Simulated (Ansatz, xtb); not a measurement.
**Ligand exchange: SiH3(OH) + C2H2S → SiH3(SH) + C2H2O**

Species: SiH3(OH) (silanol), singlet; C2H2S (ethynethiol) `C#CS`, singlet; SiH3(SH) (sulfanylsilane), singlet; C2H2O (ethynol) `C#CO`, singlet. The partners trade OH for SH: Si–OH and C–SH bonds give way to Si–SH and C–OH.

Shapes, held fixed at every level: PBE0-D4/def2-TZVP. Programs: Ansatz 0.2.0, xtb 6.7.1. The zero-point and thermal change to 298 K, harmonic and unscaled (PBE0-D4/def2-TZVP), is +0.6 kJ/mol.

```csv
level,kind,ΔH(298 K) (kJ/mol),less CCSD(T)/CBS estimate,CPU time (sum over the molecules)
GFN0-xTB,semi-empirical,-121.9,-210.3,0.12 s
HF/def2-TZVPP,Hartree–Fock,+85.4,-3.0,–
PBE-D4/def2-TZVPP,GGA,+68.7,-19.7,11 s
BHLYP-D4/def2-TZVPP,global hybrid,+84.0,-4.4,12 s
r2SCAN0-D4/def2-TZVPP,global hybrid,+77.9,-10.5,21 s
wB97X-V/def2-TZVPP,range-separated hybrid,+77.1,-11.3,31 s
MP2/def2-TZVPP,perturbation theory,+94.3,+5.9,–
CCSD(T)/def2-TZVPP,coupled cluster or CI,+86.8,-1.6,60 s
CCSD(T)/CBS estimate,coupled cluster or CI,+88.4,0.0,7.9 min
```

The highest level, CCSD(T)/CBS estimate, gives ΔH(298 K) = +88.4 kJ/mol; the levels span -121.9 to +94.3. They disagree on the sign: 8 of 9 are positive. GFN0-xTB strays far from the other rows. The column of differences is taken from that level and isn't an error. No measured value is set beside it here. The CBS estimate extrapolates MP2 from def2-TZVPP and def2-QZVPP and adds CCSD(T) − MP2 in the triple-zeta set, cores frozen. Times are processor times on shared x86 and Arm servers, and rough.

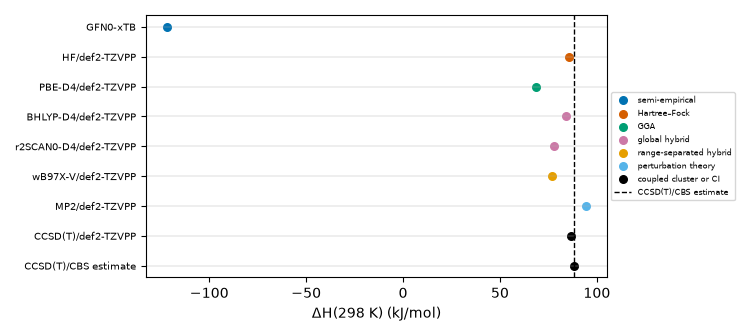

The values of the table, level by level.
